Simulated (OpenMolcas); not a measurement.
# UOLYP/aug-cc-pVDZ run of SF (SMILES F[S])

Aim: energy and gradient of SF. 

The calculation is run with OpenMolcas 26.06.

11 further runs of the same task are left out: 2 that didn't finish, 9 set aside as unsound or not needed.

**1. The structure to begin with**

The species is SF (2 atoms), meant as a doublet with charge 0. As SMILES, `F[S]`. Geometry: relaxed at PBE0-D4/def2-TZVP.

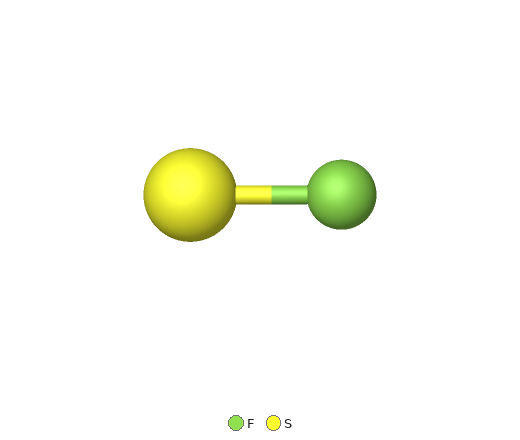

The structure, seen from a chosen angle (fluorine green, sulfur yellow).

**2. Energy and forces at UOLYP/aug-cc-pVDZ**

Contents of coord.xyz:

```xyz
2

F      0.000000     0.000000     0.016120
S      0.000000     0.000000     1.610410
```

Contents of job.inp:

```
* FS Kohn-Sham DFT

&GATEWAY
 BASLIB
 $CurrDir
 COORD
 coord.xyz
 BASIS
 aug-cc-pVDZ
 GROUP
 NoSym

&SEWARD

&SCF
 UHF
 SPIN
 2
 KSDFT
 OLYP
 THRESHOLDS
 1e-09 1e-06 1e-06 1e-05
 PRORBITALS
 0

&ALASKA
```

The basis set aug-cc-pVDZ is read from a file made from the Basis Set Exchange's data (not shown).

Started as:

```bash
$ export MOLCAS_MEM=1860
$ pymolcas job.inp > job.log
```

What values should one expect? Wanted: total energy; dipole moment; HOMO energy; LUMO energy; ⟨S²⟩; largest force on an atom.

Answer, from the run:

At UOLYP/aug-cc-pVDZ:

```
                          quantity          value
                      total energy  -497.97107 Eh
                     dipole moment         0.54 D
HOMO energy (highest over α and β)       -5.75 eV
 LUMO energy (lowest over α and β)       -5.53 eV
                              ⟨S²⟩          0.753
          largest force on an atom     2.157 eV/Å
```

**Reading.** The largest force is 2.16 eV/Å: the shape isn't a stationary point for this species at this level.
